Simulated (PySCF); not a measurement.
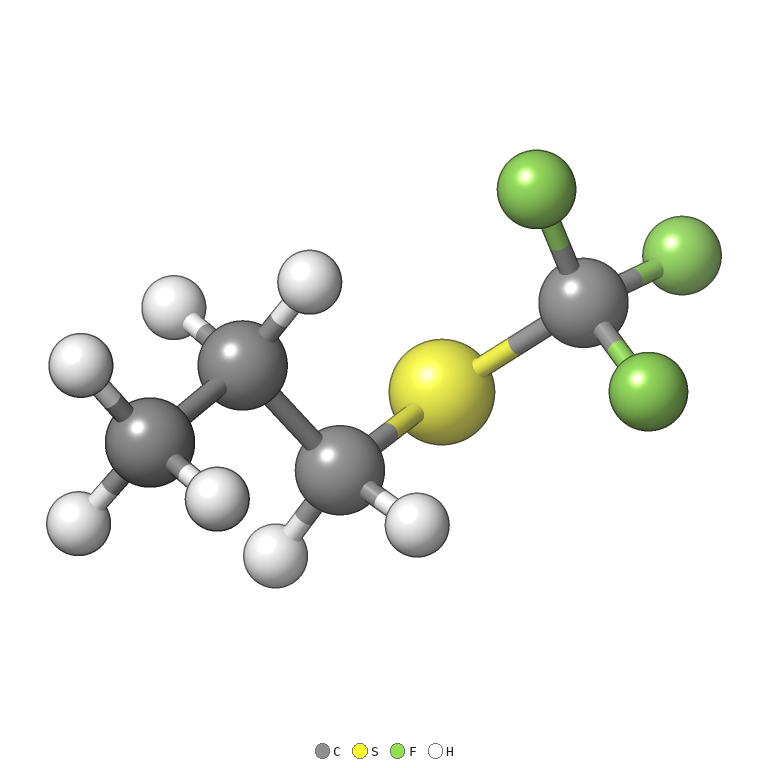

Ball-and-stick drawing of a structure.

The geometry was computed by an optimisation with PBE0-D3(BJ)/def2-SVP. No frequency run is at hand to confirm it as a minimum.

Count the atoms of each element.

Answer. C4H7F3S, 15 atoms: 4 carbon, 7 hydrogen, 3 fluorine and 1 sulfur.

Name functional groups in it.

Answer. Among them: thioether, C–F bond.

Does it have rings?

Answer. It has no ring.

Give the symmetry (Schoenflies symbol).

Answer. C1.

More results for the same structure follow; atom numbers are the same in all pictures, views and colours differ.

Shape

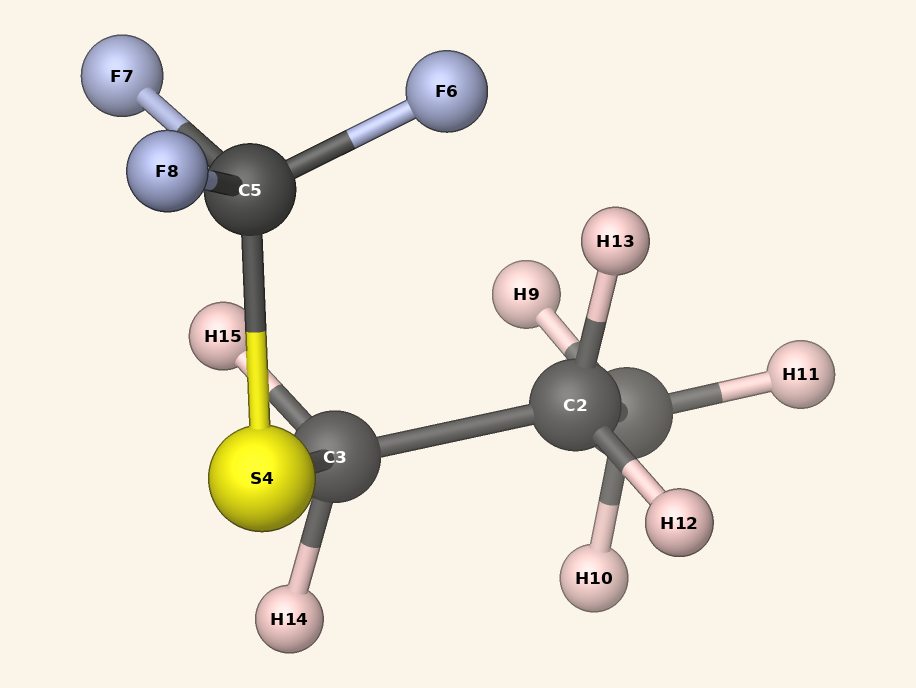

C3 lies behind S4. The molecule seen a little off the S4–C3 bond, S4 in front. Depth is shown by fading: the farther an atom, the more it takes the colour of the background. No frequency run is at hand to confirm it as a minimum.

What is the torsion angle C5–S4–C3–C2? The sign is positive where the front bond must turn clockwise to cover the back bond.

Answer. 78°, synclinal (gauche).

Excitation

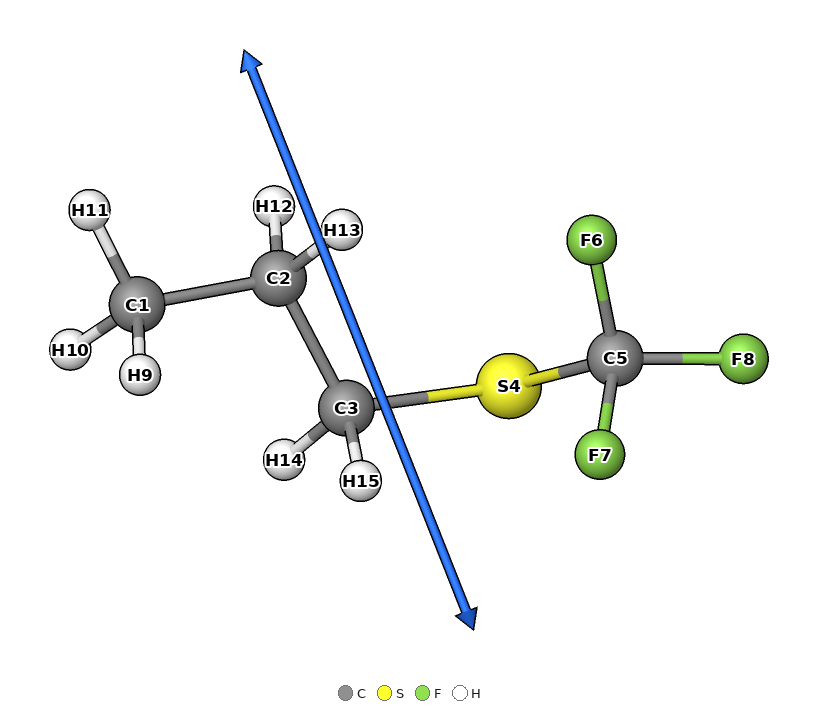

The double arrow shows the direction of the transition dipole to excited singlet state 2 (its length means nothing). No frequency run is at hand to confirm it as a minimum. Level of theory: TDDFT PBE0/def2-SVPD, vertical, IEF-PCM cyclohexane (non-equilibrium linear response), core orbitals frozen in the response (PySCF 2.14.0).

Give its energy, strength and character.

Answer. 7.08 eV (175 nm), oscillator strength 0.056, mainly HOMO → LUMO+1 (weight 0.93); transition dipole 1.44 D.

Charges

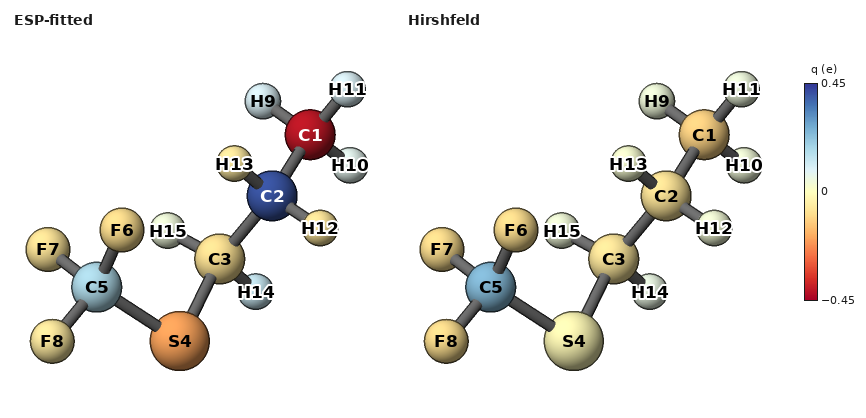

Atomic charges of one calculation by 2 schemes, on one colour scale. No frequency run is at hand to confirm it as a minimum. Level of theory: PBE0/pcSseg-1 in chloroform (IEF-PCM) (PySCF 2.14.0).

Which scheme gives the most polar picture (largest mean size of the charges)?

Answer. The ESP-fitted charges are the largest in size here.

On which atom do the schemes disagree most?

Answer. On C2 (from −0.07 to 0.40 e).

List the charges (e), one line for each set of equivalent atoms.

```csv
atom,ESP-fitted,Hirshfeld
C1,−0.40,−0.11
C2,0.40,−0.07
C3,−0.08,−0.07
S4,−0.19,−0.02
C5,0.17,0.24
F6,−0.09,−0.09
F7,−0.07,−0.09
F8,−0.06,−0.09
H9,0.10,0.04
H10,0.08,0.04
H11,0.10,0.05
H12,−0.07,0.04
H13,−0.06,0.03
H14,0.13,0.06
H15,0.04,0.04
```

Polarisability

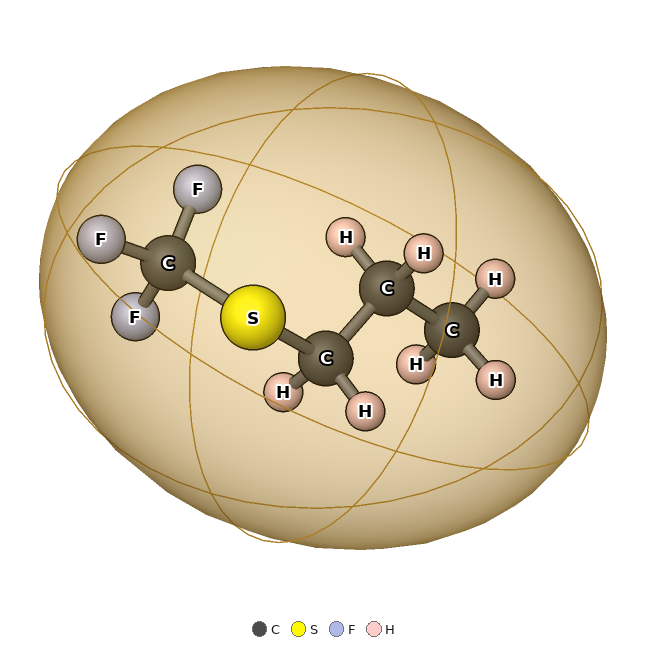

The ellipsoid shows the static dipole polarisability: its half-axes are proportional to the principal values. No frequency run is at hand to confirm it as a minimum. Level of theory: PBE0/def2-SVPD in chloroform (IEF-PCM) (PySCF 2.14.0).

Give the principal values, the mean and the anisotropy.

Answer. Principal values 80.2, 85.1, 104.2 bohr³; mean 89.8 bohr³ (13.31 Å³); anisotropy 22.0 bohr³, so the longest axis is 1.30 times the shortest.

NMR shielding

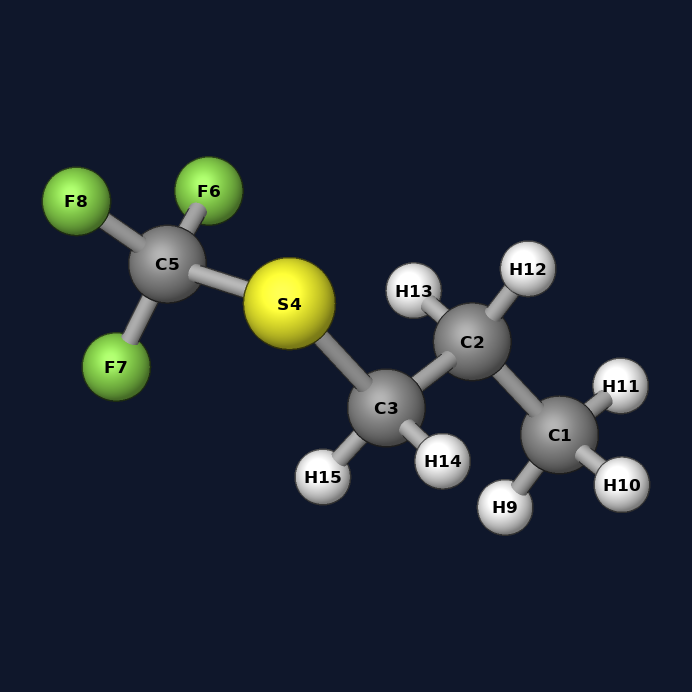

No frequency run is at hand to confirm it as a minimum. Method: GIAO PBE0/pcSseg-1 NMR shielding, non-relativistic, IEF-PCM chloroform (PySCF 2.14.0). Principal shieldings σ11 ≤ σ22 ≤ σ33, span Ω = σ33 − σ11, skew κ = 3(σiso − σ22)/Ω.

Give the shielding tensors of the S atoms.

| atom | σ11 | σ22 | σ33 | σiso | Ω | κ |
| --- | --- | --- | --- | --- | --- | --- |
| S4 | 192.4 | 342.8 | 651.9 | 395.7 | 459.5 | 0.35 |

Shieldings and span in ppm.
